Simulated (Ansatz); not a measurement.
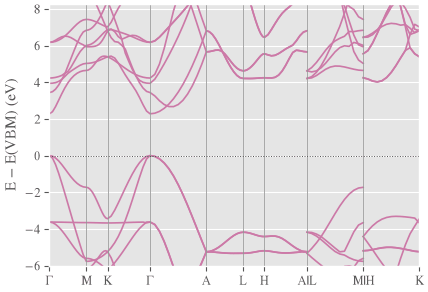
Band structure from PBE (plane waves, PAW; program Ansatz)

Q: Read off the gap and where the band edges lie.

A: About 2.3 eV (2.28 eV by a search for the band edges); maximum at Γ, minimum at Γ.

Q: Pick the material that matches.
A. ZrO2, P6_3/mmc (Zr on 2c, O on 4f)
B. SiC, P6_222 (Si on 3d, C on 3c)
C. C, P6_3/mmc (C on 6h)
D. MoSe2, P6_3/mmc (Mo on 2c, Se on 4f)

A: C, C, P6_3/mmc (C on 6h)

The start of the workflow was typed in or built on a structure type. Its sites differ from those of the usual phase in this space group: another stacking or structure type. The cell was relaxed with PBE under the symmetry of its start; its stability against distortions is not shown here.

Potentials: the later of the program's two PAW sets.
